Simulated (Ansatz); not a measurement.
**C₆H₄F₃+: energies up the ladder, part 1 of 2**

Aim: energies up the ladder, for C₆H₄F₃+, with the cost of each level. Charge +1.

Program: Ansatz 0.2.0. Level of theory: the levels named in each step. These are calculated values, not measurements.

### 1 Starting point

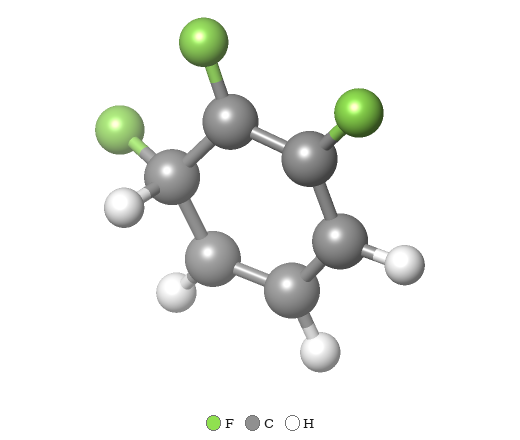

Start, viewed from a chosen angle; fluorine green, carbon grey, hydrogen white.

Structure file:

```xyz
13

F     2.1621   -1.1485   -0.0801
C     1.1976   -0.2561   -0.0742
C     1.5062    1.0975    0.0782
C     0.5051    2.0773    0.1624
C    -0.8142    1.7350    0.0972
C    -1.2052    0.3452   -0.2055
F    -2.3937   -0.0455    0.2869
C    -0.1292   -0.6764   -0.1139
F    -0.4584   -1.9282   -0.1410
H     2.5506    1.3693    0.1844
H     0.7924    3.1050    0.3366
H    -1.6132    2.4535    0.2294
H    -1.3585    0.4144   -1.3272
```

### 2 A rough first relaxation, PBE-D4/def2-SVP

input.yaml reads:

```yaml
crystal:
  periodic: [false, false, false]
  atoms:
    - { symbol: F, position_ang: [2.16212, -1.14854, -0.08015] }
    - { symbol: C, position_ang: [1.19759, -0.25615, -0.07418] }
    - { symbol: C, position_ang: [1.50622, 1.09752, 0.07818] }
    - { symbol: C, position_ang: [0.50515, 2.07733, 0.16241] }
    - { symbol: C, position_ang: [-0.81419, 1.73502, 0.09723] }
    - { symbol: C, position_ang: [-1.2052, 0.34523, -0.20546] }
    - { symbol: F, position_ang: [-2.39371, -0.04554, 0.28695] }
    - { symbol: C, position_ang: [-0.12924, -0.6764, -0.11388] }
    - { symbol: F, position_ang: [-0.45843, -1.92816, -0.14099] }
    - { symbol: H, position_ang: [2.55056, 1.36931, 0.18443] }
    - { symbol: H, position_ang: [0.79236, 3.10505, 0.33655] }
    - { symbol: H, position_ang: [-1.61322, 2.45354, 0.22942] }
    - { symbol: H, position_ang: [-1.35852, 0.4144, -1.32721] }
total_charge: 1
basis:
  gaussian: { orbitals: def2-SVP }
hamiltonian:
  xc: pbe
  dispersion: d4
relax:
  f_tol: 0.03
  max_steps: 200
```

The run is started by

```
ansatz run input.yaml --threads 4 --pin off --max-ram 10240MiB --backend cpu --events-out ev --progress --plain --runs-dir out
```

Output (excerpt; [...] marks lines left out):

```text
Warning: RAYON_NUM_THREADS=4 ignored (pool sized by the plan → 4); use --threads N
[...]
Functional definition: PBE
[...]
1624 factors; their error is unknown
[...]
mean field -14401.67434962 eV, -529.2517705432 hartree, gradient 3.0e-5 eV, S^2 0.000000; 0 other end points of the search recorded, 0 dependent functions left out
[...]
reference -14401.67437790 eV, -529.2517715824 hartree; 33, 33 occupied and 113, 113 virtual orbitals, 1624 factors
relax step   1: F+E_penalty+E_count = -14401.98778039 eV  Δ(F+E_penalty+E_count) = +0.000e0 eV  max|allowed force component| = 6.646e-1 eV/Å  Δτ_max = 0.0000 Å  (34 SCF iters, accepted)
[...]
relax step   5: F+E_penalty+E_count = -14402.06744299 eV  Δ(F+E_penalty+E_count) = -7.907e-4 eV  max|allowed force component| = 1.137e-1 eV/Å  Δτ_max = 0.0191 Å  (35 SCF iters, accepted)
[...]
relax step   6: F+E_penalty+E_count = -14402.06775351 eV  Δ(F+E_penalty+E_count) = -3.105e-4 eV  max|allowed force component| = 2.559e-2 eV/Å  Δτ_max = 0.0036 Å  (36 SCF iters, accepted)
1624 factors; their error is unknown
[...]
mean field -14401.75544667 eV, -529.2547508045 hartree, gradient 2.1e-5 eV, S^2 0.000000; 1 other end points of the search recorded, 0 dependent functions left out
[...]
reference -14401.75547488 eV, -529.2547518413 hartree; 33, 33 occupied and 113, 113 virtual orbitals, 1624 factors
Total energy: -14402.06778172 eV, -529.2662289061 hartree
Atom 0 at     2.159684    -1.180803    -0.112614 Å, force     0.001803    -0.003544    -0.002287 eV/Å
Atom 1 at     1.205760    -0.276434    -0.077553 Å, force    -0.008014     0.004728    -0.002006 eV/Å
Atom 2 at     1.501401     1.089437     0.079295 Å, force     0.007415     0.002196    -0.000188 eV/Å
Atom 3 at     0.493565     2.089617     0.174140 Å, force     0.002760    -0.000358     0.002735 eV/Å
Atom 4 at    -0.838744     1.739814     0.139028 Å, force    -0.005620    -0.015693    -0.007485 eV/Å
Atom 5 at    -1.216396     0.341163    -0.177572 Å, force    -0.002917     0.025591    -0.006369 eV/Å
Atom 6 at    -2.422569    -0.081525     0.242167 Å, force    -0.002116    -0.002033    -0.002595 eV/Å
Atom 7 at    -0.137511    -0.682401    -0.080477 Å, force     0.006150    -0.015687    -0.001822 eV/Å
Atom 8 at    -0.472687    -1.931230    -0.114982 Å, force     0.002009     0.004931     0.004508 eV/Å
Atom 9 at     2.567584     1.367999     0.137164 Å, force    -0.002620     0.000607     0.000929 eV/Å
Atom 10 at     0.792543     3.138337     0.319095 Å, force    -0.001926    -0.000159     0.000307 eV/Å
Atom 11 at    -1.657774     2.472154     0.227648 Å, force     0.001022     0.002371     0.001501 eV/Å
Atom 12 at    -1.233367     0.456482    -1.322040 Å, force     0.002053    -0.002951     0.012771 eV/Å
Dipole moment:     0.174122     0.905969    -0.173338 e Å
```

Run time: 32 s. Hardware: 4 threads of Intel Xeon at 2.50GHz (Skylake/Cascade Lake), shared host; peak memory 0.21 GiB.

The steps of the relaxation:

| step | energy from step 1 (eV) | largest force component (eV/Å) |
| --- | --- | --- |
| 1 | 0.0000 | 0.6646 |
| 2 | -0.0676 | 0.2955 |
| 3 | -0.0770 | 0.1484 |
| 4 | -0.0789 | 0.1079 |
| 5 | -0.0797 | 0.1137 |
| 6 | -0.0800 | 0.0256 |

Step 1 is the start.

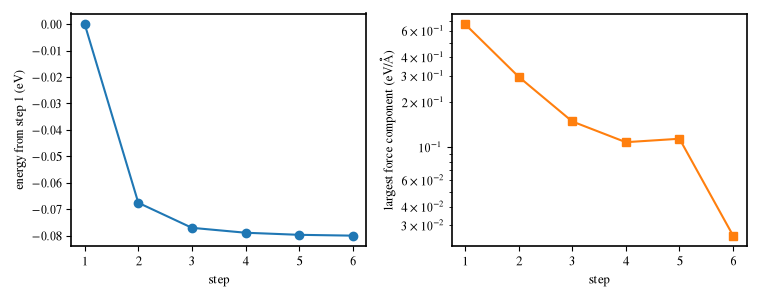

Energy and largest force along the relaxation.

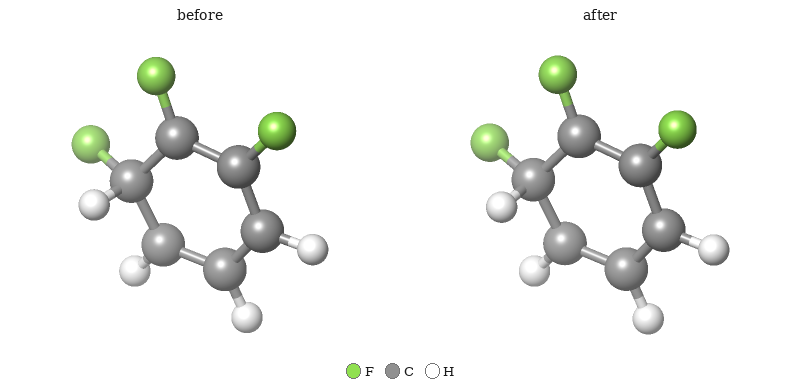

Before and after, at one scale.

Before: Bond lengths: F1–C2 1.314 Å, C2–C3 1.397 Å, C3–C4 1.403 Å, C4–C5 1.365 Å, C5–C6 1.475 Å, C6–F7 1.345 Å, C2–C8 1.392 Å, C6–C8 1.487 Å, C8–F9 1.295 Å, C3–H10 1.084 Å, C4–H11 1.081 Å, C5–H12 1.083 Å, C6–H13 1.134 Å. Angles (14 of 21 angles, heavy atoms first): F1–C2–C3 119.8°, F1–C2–C8 119.6°, C3–C2–C8 120.4°, C2–C3–C4 121.7°, C3–C4–C5 120.8°, C4–C5–C6 120.2°, C5–C6–F7 115.7°, C5–C6–C8 116.3°, F7–C6–C8 114.7°, C2–C8–C6 119.0°, C2–C8–F9 122.3°, C6–C8–F9 118.6°, C2–C3–H10 117.8°, C4–C3–H10 120.4°.

After: Bond lengths: F1–C2 1.315 Å, C2–C3 1.406 Å, C3–C4 1.423 Å, C4–C5 1.378 Å, C5–C6 1.483 Å, C6–F7 1.345 Å, C2–C8 1.403 Å, C6–C8 1.490 Å, C8–F9 1.293 Å, C3–H10 1.103 Å, C4–H11 1.100 Å, C5–H12 1.102 Å, C6–H13 1.150 Å. Angles (14 of 21 angles, heavy atoms first): F1–C2–C3 121.2°, F1–C2–C8 119.7°, C3–C2–C8 118.8°, C2–C3–C4 122.8°, C3–C4–C5 120.3°, C4–C5–C6 119.4°, C5–C6–F7 117.3°, C5–C6–C8 116.7°, F7–C6–C8 114.4°, C2–C8–C6 119.6°, C2–C8–F9 121.8°, C6–C8–F9 118.3°, C2–C3–H10 117.0°, C4–C3–H10 120.2°.

### 3 Relaxation, PBE0-D4/def2-TZVP

input.yaml reads:

```yaml
crystal:
  periodic: [false, false, false]
  atoms:
    - { symbol: F, position_ang: [2.15968422, -1.18080296, -0.112614] }
    - { symbol: C, position_ang: [1.20576016, -0.27643407, -0.07755297] }
    - { symbol: C, position_ang: [1.50140107, 1.08943694, 0.07929482] }
    - { symbol: C, position_ang: [0.49356524, 2.08961704, 0.17413995] }
    - { symbol: C, position_ang: [-0.83874415, 1.7398136, 0.13902815] }
    - { symbol: C, position_ang: [-1.21639563, 0.34116341, -0.1775722] }
    - { symbol: F, position_ang: [-2.42256884, -0.08152522, 0.24216726] }
    - { symbol: C, position_ang: [-0.13751085, -0.6824012, -0.08047656] }
    - { symbol: F, position_ang: [-0.47268725, -1.93122987, -0.11498238] }
    - { symbol: H, position_ang: [2.56758426, 1.36799858, 0.13716426] }
    - { symbol: H, position_ang: [0.7925427, 3.13833746, 0.3190948] }
    - { symbol: H, position_ang: [-1.65777423, 2.47215421, 0.22764841] }
    - { symbol: H, position_ang: [-1.23336671, 0.45648208, -1.32203954] }
total_charge: 1
basis:
  gaussian: { orbitals: def2-TZVP }
hamiltonian:
  xc: pbe0
  dispersion: d4
relax:
  f_tol: 0.004
  max_steps: 150
```

The run is started by

```
ansatz run input.yaml --threads 4 --pin off --max-ram 10240MiB --backend cpu --events-out ev --progress --plain --runs-dir out
```

Output (excerpt; [...] marks lines left out):

```text
Warning: RAYON_NUM_THREADS=4 ignored (pool sized by the plan → 4); use --threads N
[...]
Functional definition: PBE0
[...]
1724 factors; their error is unknown
[...]
mean field -14418.47669565 eV, -529.8692453705 hartree, gradient 1.3e-5 eV, S^2 0.000000; 0 other end points of the search recorded, 0 dependent functions left out
[...]
reference -14418.47672360 eV, -529.8692463976 hartree; 33, 33 occupied and 270, 270 virtual orbitals, 1724 factors
relax step   1: F+E_penalty+E_count = -14418.73914210 eV  Δ(F+E_penalty+E_count) = +0.000e0 eV  max|allowed force component| = 7.754e-1 eV/Å  Δτ_max = 0.0000 Å  (34 SCF iters, accepted)
[...]
relax step   7: F+E_penalty+E_count = -14418.81862211 eV  Δ(F+E_penalty+E_count) = -1.398e-5 eV  max|allowed force component| = 1.073e-2 eV/Å  Δτ_max = 0.0041 Å  (35 SCF iters, accepted)
[...]
Atom 3 at     0.487334     2.077872     0.175852 Å, force    -0.000555     0.000161     0.001094 eV/Å
Atom 4 at    -0.823388     1.733783     0.127506 Å, force    -0.001101    -0.001381    -0.001459 eV/Å
Atom 5 at    -1.197913     0.348444    -0.191920 Å, force    -0.001878     0.003471     0.000713 eV/Å
Atom 6 at    -2.383191    -0.068302     0.267961 Å, force     0.001072     0.001075    -0.000128 eV/Å
Atom 7 at    -0.129187    -0.666027    -0.093584 Å, force     0.002214    -0.000897     0.001002 eV/Å
Atom 8 at    -0.464013    -1.900322    -0.129751 Å, force    -0.000394    -0.000245    -0.001433 eV/Å
Atom 9 at     2.531972     1.357904     0.138302 Å, force     0.000191    -0.000045    -0.000024 eV/Å
Atom 10 at     0.786200     3.107915     0.323536 Å, force     0.000032     0.000039     0.000011 eV/Å
Atom 11 at    -1.630970     2.452318     0.220223 Å, force     0.000359     0.000160     0.000672 eV/Å
Atom 12 at    -1.252016     0.443582    -1.318261 Å, force    -0.000071    -0.001704    -0.000204 eV/Å
Dipole moment:     0.201437     0.987333    -0.169857 e Å
```

Wall time 2.6 min (4 threads of Intel Xeon at 2.50GHz (Skylake/Cascade Lake), shared host); peak memory 1.2 GiB.

The steps of the relaxation:

| step | E - E(step 1) (eV) | largest force component (eV/Å) |
| --- | --- | --- |
| 1 | 0.0000 | 0.7754 |
| 2 | -0.0722 | 0.2821 |
| 3 | -0.0787 | 0.0721 |
| 4 | -0.0792 | 0.0370 |
| 5 | -0.0793 | 0.0759 |
| 6 | -0.0795 | 0.0291 |
| 7 | -0.0795 | 0.0107 |
| 8 | -0.0795 | 0.0035 |

Step 1 is the start.

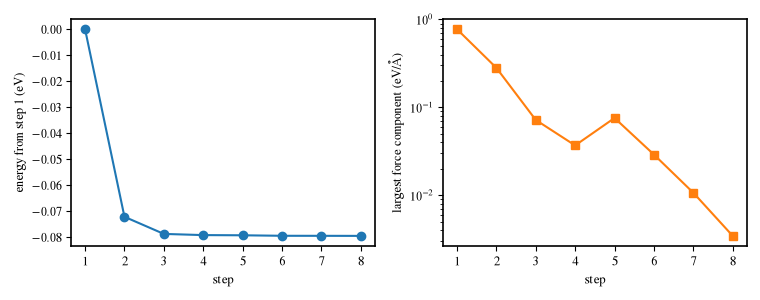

Energy and largest force along the relaxation.

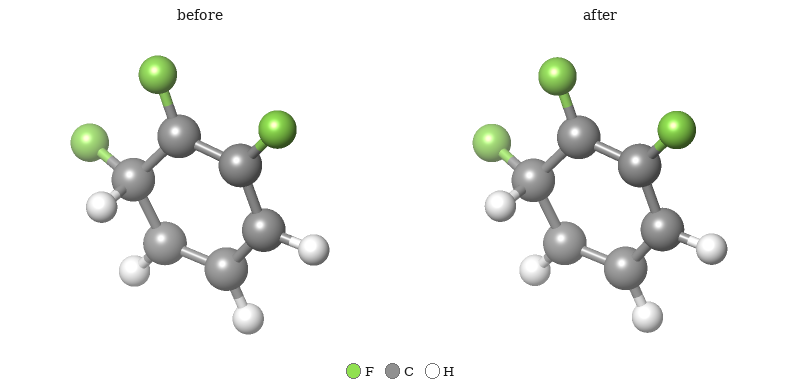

Before and after, at one scale.

Before: Bond lengths: F1–C2 1.315 Å, C2–C3 1.406 Å, C3–C4 1.423 Å, C4–C5 1.378 Å, C5–C6 1.483 Å, C6–F7 1.345 Å, C2–C8 1.403 Å, C6–C8 1.490 Å, C8–F9 1.293 Å, C3–H10 1.103 Å, C4–H11 1.100 Å, C5–H12 1.102 Å, C6–H13 1.150 Å. Angles (14 of 21 angles, heavy atoms first): F1–C2–C3 121.2°, F1–C2–C8 119.7°, C3–C2–C8 118.8°, C2–C3–C4 122.8°, C3–C4–C5 120.3°, C4–C5–C6 119.4°, C5–C6–F7 117.3°, C5–C6–C8 116.7°, F7–C6–C8 114.4°, C2–C8–C6 119.6°, C2–C8–F9 121.8°, C6–C8–F9 118.3°, C2–C3–H10 117.0°, C4–C3–H10 120.2°.

After: Bond lengths: F1–C2 1.307 Å, C2–C3 1.388 Å, C3–C4 1.411 Å, C4–C5 1.356 Å, C5–C6 1.470 Å, C6–F7 1.338 Å, C2–C8 1.379 Å, C6–C8 1.477 Å, C8–F9 1.279 Å, C3–H10 1.087 Å, C4–H11 1.083 Å, C5–H12 1.085 Å, C6–H13 1.132 Å. Angles (14 of 21 angles, heavy atoms first): F1–C2–C3 120.9°, F1–C2–C8 119.9°, C3–C2–C8 119.0°, C2–C3–C4 123.0°, C3–C4–C5 120.0°, C4–C5–C6 119.5°, C5–C6–F7 116.4°, C5–C6–C8 116.6°, F7–C6–C8 113.8°, C2–C8–C6 119.7°, C2–C8–F9 122.0°, C6–C8–F9 118.1°, C2–C3–H10 117.1°, C4–C3–H10 119.9°.

### 4 Relaxation, PBE0-D4/def2-SVP

input.yaml reads:

```yaml
crystal:
  periodic: [false, false, false]
  atoms:
    - { symbol: F, position_ang: [2.14379691, -1.16056848, -0.09798558] }
    - { symbol: C, position_ang: [1.19064985, -0.26646308, -0.0674054] }
    - { symbol: C, position_ang: [1.48221467, 1.08247499, 0.07882551] }
    - { symbol: C, position_ang: [0.48733415, 2.07787179, 0.17585219] }
    - { symbol: C, position_ang: [-0.82338778, 1.73378306, 0.12750633] }
    - { symbol: C, position_ang: [-1.19791257, 0.34844408, -0.19191956] }
    - { symbol: F, position_ang: [-2.38319066, -0.06830151, 0.26796148] }
    - { symbol: C, position_ang: [-0.12918742, -0.66602715, -0.09358397] }
    - { symbol: F, position_ang: [-0.46401317, -1.90032207, -0.12975082] }
    - { symbol: H, position_ang: [2.53197164, 1.35790438, 0.13830193] }
    - { symbol: H, position_ang: [0.7861998, 3.10791456, 0.32353619] }
    - { symbol: H, position_ang: [-1.63096969, 2.45231765, 0.2202228] }
    - { symbol: H, position_ang: [-1.25201575, 0.44358179, -1.3182611] }
total_charge: 1
basis:
  gaussian: { orbitals: def2-SVP }
hamiltonian:
  xc: pbe0
  dispersion: d4
relax:
  f_tol: 0.004
  max_steps: 80
```

The run is started by

```
ansatz run input.yaml --threads 4 --pin off --max-ram 10240MiB --backend cpu --events-out ev --progress --plain --runs-dir out
```

Output (excerpt; [...] marks lines left out):

```text
Warning: RAYON_NUM_THREADS=4 ignored (pool sized by the plan → 4); use --threads N
[...]
Functional definition: PBE0
[...]
1645 factors; integrals over basis functions are off by at most 4.6e-4 eV
[...]
mean field -14401.87794220 eV, -529.2592524325 hartree, gradient 1.9e-5 eV, S^2 0.000000; 0 other end points of the search recorded, 0 dependent functions left out
[...]
reference -14401.87796171 eV, -529.2592531492 hartree; 33, 33 occupied and 113, 113 virtual orbitals, 1645 factors
relax step   1: F+E_penalty+E_count = -14402.14264841 eV  Δ(F+E_penalty+E_count) = +0.000e0 eV  max|allowed force component| = 4.967e-1 eV/Å  Δτ_max = 0.0000 Å  (30 SCF iters, accepted)
[...]
relax step   6: F+E_penalty+E_count = -14402.15746297 eV  Δ(F+E_penalty+E_count) = -3.484e-5 eV  max|allowed force component| = 5.308e-3 eV/Å  Δτ_max = 0.0013 Å  (23 SCF iters, accepted)
[...]
Atom 3 at     0.488465     2.082745     0.173768 Å, force     0.000872    -0.000082     0.000545 eV/Å
Atom 4 at    -0.830647     1.732978     0.133818 Å, force    -0.001082    -0.001477    -0.000381 eV/Å
Atom 5 at    -1.205176     0.344506    -0.186118 Å, force     0.000717     0.000514     0.000795 eV/Å
Atom 6 at    -2.392485    -0.073495     0.249790 Å, force     0.000497     0.000106    -0.000180 eV/Å
Atom 7 at    -0.133908    -0.671195    -0.081548 Å, force    -0.000063    -0.000061     0.000047 eV/Å
Atom 8 at    -0.468996    -1.903560    -0.115932 Å, force     0.000216    -0.000486    -0.000130 eV/Å
Atom 9 at     2.547132     1.359197     0.138216 Å, force    -0.000298     0.000077     0.000091 eV/Å
Atom 10 at     0.787201     3.122419     0.322700 Å, force    -0.000799    -0.000139    -0.000745 eV/Å
Atom 11 at    -1.644456     2.459123     0.226726 Å, force     0.000382     0.000732     0.000294 eV/Å
Atom 12 at    -1.232441     0.444972    -1.319489 Å, force     0.000200     0.000264    -0.000314 eV/Å
Dipole moment:     0.187913     0.975741    -0.177393 e Å
```

Run time: 53 s. Hardware: 4 threads of Intel Xeon at 2.50GHz (Skylake/Cascade Lake), shared host; peak memory 0.47 GiB.

Relaxation path:

```csv
step,energy from step 1 (eV),largest force component (eV/Å)
1,0.0000,0.4967
2,-0.0131,0.1988
3,-0.0145,0.0427
4,-0.0147,0.0558
5,-0.0148,0.0263
6,-0.0148,0.0053
7,-0.0148,0.0016
```

Step 1 is the start.

Before: Bond lengths: F1–C2 1.307 Å, C2–C3 1.388 Å, C3–C4 1.411 Å, C4–C5 1.356 Å, C5–C6 1.470 Å, C6–F7 1.338 Å, C2–C8 1.379 Å, C6–C8 1.477 Å, C8–F9 1.279 Å, C3–H10 1.087 Å, C4–H11 1.083 Å, C5–H12 1.085 Å, C6–H13 1.132 Å. Angles (14 of 21 angles, heavy atoms first): F1–C2–C3 120.9°, F1–C2–C8 119.9°, C3–C2–C8 119.0°, C2–C3–C4 123.0°, C3–C4–C5 120.0°, C4–C5–C6 119.5°, C5–C6–F7 116.4°, C5–C6–C8 116.6°, F7–C6–C8 113.8°, C2–C8–C6 119.7°, C2–C8–F9 122.0°, C6–C8–F9 118.1°, C2–C3–H10 117.1°, C4–C3–H10 119.9°.

After: Bond lengths: F1–C2 1.303 Å, C2–C3 1.395 Å, C3–C4 1.417 Å, C4–C5 1.365 Å, C5–C6 1.473 Å, C6–F7 1.332 Å, C2–C8 1.389 Å, C6–C8 1.480 Å, C8–F9 1.278 Å, C3–H10 1.096 Å, C4–H11 1.092 Å, C5–H12 1.095 Å, C6–H13 1.138 Å. Angles (14 of 21 angles, heavy atoms first): F1–C2–C3 121.2°, F1–C2–C8 119.9°, C3–C2–C8 118.7°, C2–C3–C4 123.0°, C3–C4–C5 119.9°, C4–C5–C6 119.6°, C5–C6–F7 116.8°, C5–C6–C8 116.6°, F7–C6–C8 114.0°, C2–C8–C6 119.7°, C2–C8–F9 121.9°, C6–C8–F9 118.1°, C2–C3–H10 116.9°, C4–C3–H10 120.1°.

### 5 Frequencies, PBE0-D4/def2-SVP

input.yaml reads:

```yaml
crystal:
  periodic: [false, false, false]
  atoms:
    - { symbol: F, position_ang: [2.14259329, -1.16675759, -0.11148119] }
    - { symbol: C, position_ang: [1.19614236, -0.27187472, -0.07621158] }
    - { symbol: C, position_ang: [1.48806572, 1.08355236, 0.07906183] }
    - { symbol: C, position_ang: [0.48846524, 2.08274535, 0.17376796] }
    - { symbol: C, position_ang: [-0.83064718, 1.73297844, 0.13381759] }
    - { symbol: C, position_ang: [-1.20517591, 0.34450578, -0.18611775] }
    - { symbol: F, position_ang: [-2.39248546, -0.07349461, 0.24979028] }
    - { symbol: C, position_ang: [-0.13390795, -0.67119534, -0.08154847] }
    - { symbol: F, position_ang: [-0.4689962, -1.90356044, -0.11593208] }
    - { symbol: H, position_ang: [2.54713185, 1.35919735, 0.13821637] }
    - { symbol: H, position_ang: [0.78720083, 3.12241889, 0.32269976] }
    - { symbol: H, position_ang: [-1.64445585, 2.45912266, 0.2267264] }
    - { symbol: H, position_ang: [-1.23244077, 0.44497188, -1.31948912] }
total_charge: 1
basis:
  gaussian: { orbitals: def2-SVP }
hamiltonian:
  xc: pbe0
  dispersion: d4
phonons: {}
```

The run is started by

```
ansatz run input.yaml --threads 4 --pin off --max-ram 10240MiB --backend cpu --events-out ev --progress --plain --runs-dir out
```

Output (excerpt; [...] marks lines left out):

```text
Warning: RAYON_NUM_THREADS=4 ignored (pool sized by the plan → 4); use --threads N
[...]
Functional definition: PBE0
[...]
1646 factors; integrals over basis functions are off by at most 4.0e-4 eV
[...]
mean field -14401.89333953 eV, -529.2598182739 hartree, gradient 1.9e-5 eV, S^2 0.000000; 0 other end points of the search recorded, 0 dependent functions left out
[...]
reference -14401.89335899 eV, -529.2598189891 hartree; 33, 33 occupied and 113, 113 virtual orbitals, 1646 factors
[...]
1646 factors; integrals over basis functions are off by at most 4.0e-4 eV
mean field -14401.89326527 eV, -529.2598155449 hartree, gradient 2.5e-6 eV, S^2 0.000000; 0 other end points of the search recorded, 0 dependent functions left out
[...]
reference -14401.89328473 eV, -529.2598162599 hartree; 33, 33 occupied and 113, 113 virtual orbitals, 1646 factors
[...]
1646 factors; integrals over basis functions are off by at most 4.0e-4 eV
[...]
Atom 6 at    -2.392485    -0.073495     0.249790 Å, force     0.000515     0.000100    -0.000188 eV/Å
Atom 7 at    -0.133908    -0.671195    -0.081548 Å, force    -0.000061    -0.000037     0.000054 eV/Å
Atom 8 at    -0.468996    -1.903560    -0.115932 Å, force     0.000225    -0.000484    -0.000130 eV/Å
Atom 9 at     2.547132     1.359197     0.138216 Å, force    -0.000297     0.000079     0.000091 eV/Å
Atom 10 at     0.787201     3.122419     0.322700 Å, force    -0.000799    -0.000139    -0.000743 eV/Å
Atom 11 at    -1.644456     2.459123     0.226726 Å, force     0.000379     0.000727     0.000295 eV/Å
Atom 12 at    -1.232441     0.444972    -1.319489 Å, force     0.000174     0.000254    -0.000317 eV/Å
Dipole moment:     0.187912     0.975741    -0.177393 e Å
Vibrations: 124.39 210.32 255.83 286.51 313.09 442.44 455.63 502.31 556.58 560.78 675.58 699.31 833.91 838.89 959.28 1005.03 1038.99 1064.93 1093.46 1178.85 1223.87 1268.36 1305.19 1365.42 1446.66 1480.15 1551.31 1649.24 1693.29 2777.48 3217.35 3231.38 3249.04 cm⁻¹, zero-point energy 2.390097 eV
```

It took 6.5 min on 4 threads of Intel Xeon at 2.50GHz (Skylake/Cascade Lake), shared host; peak memory 0.47 GiB.

Harmonic frequencies (cm⁻¹; negative: imaginary): 124, 210, 256, 287, 313, 442, 456, 502, 557, 561, 676, 699, 834, 839, 959, 1005, 1039, 1065, 1093, 1179, 1224, 1268, 1305, 1365, 1447, 1480, 1551, 1649, 1693, 2777, 3217, 3231, 3249.

(Continued in part 2 of 2.)
